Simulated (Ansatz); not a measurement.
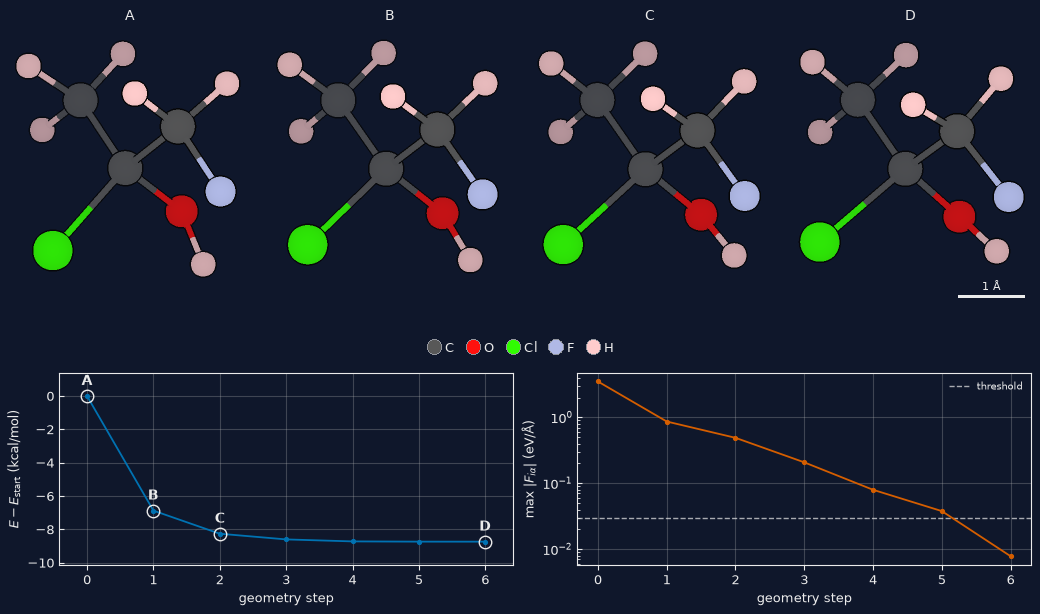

Frames of a relaxation of C3H6ClFO (coarse preliminary run), marked on the history of the run. The picture is a ball-and-stick view, seen from a free direction.

The start comes from a force field.

The calculation used RKS PBE-D4/def2-SVP (Ansatz 0.2.0). Settings: force threshold 0.03 eV/Å; at most 200 steps.

Q: Describe the path.

A: Over 6 geometry steps the energy falls by 8.73 kcal/mol. Largest force component: 3.5 eV/Å at the start, 0.0078 eV/Å at the end. An H atom moves most after the best rigid fit: 0.31 Å. By element the largest moves are H 0.31 Å, Cl 0.25 Å, F 0.21 Å, O 0.09 Å, C 0.07 Å. Among the contacts that change: C–Cl 1.808 → 1.888 Å, C–H 1.040 → 1.109 Å, C–H 1.073 → 1.114 Å, C–C 1.482 → 1.516 Å. Among the angles between lasting bonds that change: C–C–Cl 114.0° → 107.3°, H–C–H 102.5° → 108.8°, C–C–O 105.9° → 109.9°. Groups turn about C–O by about 25°. Cost: 6 s on 4 threads of Intel Xeon 6975P-C, on a shared host. From step 0 to 1: Cl and H atoms move most (0.13 Å), energy −6.87 kcal/mol. From step 1 to 2: an H atom moves most (0.10 Å), energy −1.39 kcal/mol. From step 2 to 6: the F atom moves most (0.11 Å), energy −0.48 kcal/mol.

```csv
step,"E − E(0), kcal/mol","largest force component, eV/Å"
0,0.00,3.4987
1,-6.87,0.8650
2,-8.26,0.4892
3,-8.60,0.2078
4,-8.72,0.0797
5,-8.73,0.0379
6,-8.73,0.0078
```
